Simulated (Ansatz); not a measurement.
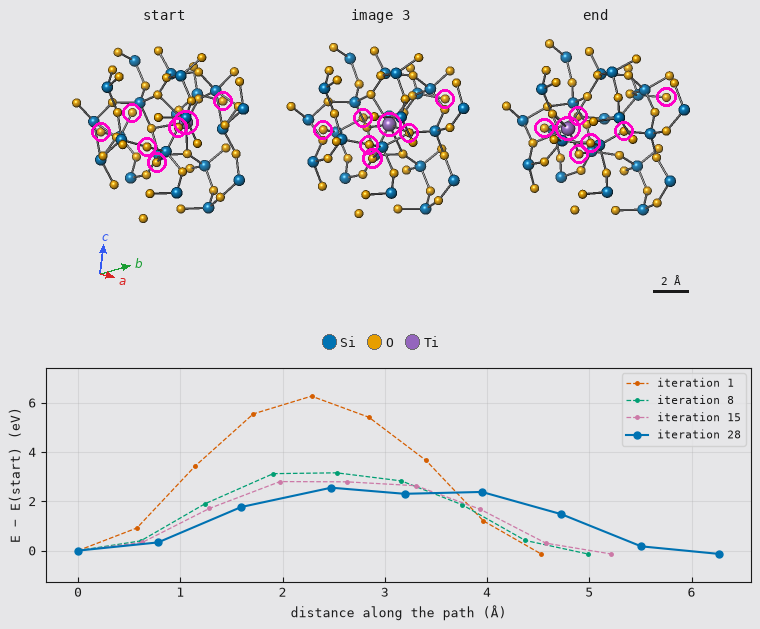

NEB run on SiO2 with an interstitial Ti (37 atoms in the cell). Images are numbered from 0 (start) to 8 (end). The plot follows the band through its iterations. The picture is a ball-and-stick view of the atoms within 5.8 Å of the middle of the path, seen slightly off an axis. The atoms that move most are ringed. Bonds to atoms that aren't drawn are left out.

Method: DFT PBE, scalar-relativistic, plane waves, PAW in Ansatz. Run with plane-wave cutoff 420 eV; k-point mesh 2 × 2 × 1; Fermi-Dirac smearing 0.02 eV; 7 movable images; climbing image; force threshold 0.05 eV/Å; iteration limit 28; optimiser FIRE; starting path by image-dependent pair potential.

**Judge this run.**

The result isn't final. The band hadn't converged when the run stopped after 28 iterations. The barrier read from it is provisional: over the last two iterations the highest image moved from 2.59 eV to 2.55 eV. The first iteration put the highest image at 6.27 eV. The energy climbs by 2.55 eV to image 3 and then falls by 2.69 eV, so the end point sits at −0.13 eV.

Limits of the set-up: the periodic images lie only 7.3 Å apart, so the values are limited by the cell's size.

Cost: 19 min on 2 threads of Intel(R) Xeon(R) 6975P-C (Granite Rapids) (shared host), peak memory 1.9 GiB.

PAW datasets: the set soft_1.
